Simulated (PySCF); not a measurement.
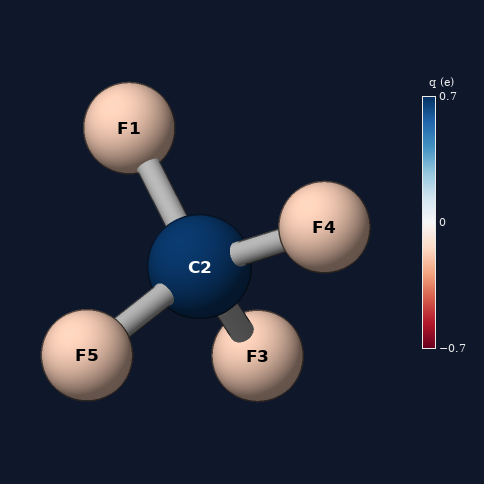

Atoms are coloured by their ESP-fitted charges. The computed structure is the end point of a GFN2-xTB optimisation. No frequency run is at hand to confirm it as a minimum. Level of theory: PBE0/pcSseg-1, gas phase (PySCF 2.14.0).

List the ESP-fitted charges.

```json
{"atom": "F1", "value (e)": "−0.17"}
{"atom": "C2", "value (e)": "0.67"}
{"atom": "F3", "value (e)": "−0.17"}
{"atom": "F4", "value (e)": "−0.17"}
{"atom": "F5", "value (e)": "−0.17"}
```
